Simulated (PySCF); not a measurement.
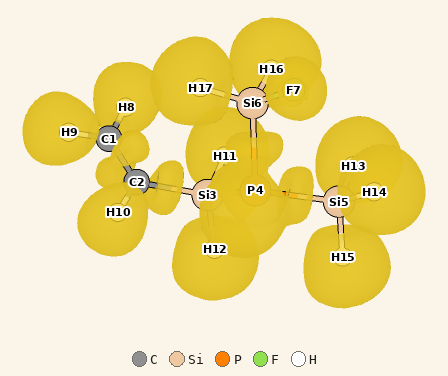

*C$_{2}$H$_{10}$FPSi$_{3}$ (SMILES C=C[SiH2]P([SiH3])[SiH2]F). Isosurface of the ELF at 0.75 (yellow), seen at a tilt. Core shells and regions of very low density are left out.*

Geometry: GFN2-xTB.

Computed with PBE0/pcSseg-1, SCF density, gas phase, non-relativistic (PySCF 2.14.0).

```xyz
17

C     3.0229    0.3711   -0.7661
C     2.2204   -0.6773   -0.6694
Si    0.8567   -0.8803    0.6094
P    -1.0614   -0.7174   -0.5308
Si   -2.6067   -0.8549    1.0708
Si   -1.0446    1.4565   -0.9558
F    -2.4877    1.8353   -1.5570
H     2.9717    1.1907   -0.0671
H     3.7702    0.4611   -1.5401
H     2.3161   -1.4695   -1.4032
H     0.9941    0.1329    1.6649
H     0.8738   -2.2193    1.2051
H    -2.3680    0.0761    2.1788
H    -3.8953   -0.5691    0.4481
H    -2.5506   -2.2282    1.5683
H    -0.9265    2.3490    0.1926
H    -0.0921    1.7554   -2.0131
```

### Where are the electrons localised?

The ELF exceeds this value in one region between bonded C–C atoms (shared pairs), one region between bonded C–Si atoms (shared pairs), ten regions around hydrogen nuclei, one region on P in which the atom's valence shell and bonds are merged and one region wrapped around F (its lone pairs, merged into a ring or cap).

Values along the shortest contacts:
C–C (1.32 Å): the ELF peaks at about 0.90 between the atoms; a short, multiple covalent bond. Si–F (1.61 Å): the ELF peaks at about 0.85 in the valence shell of F, 0.5 Å from its nucleus, and is about 0.50 at the midpoint.
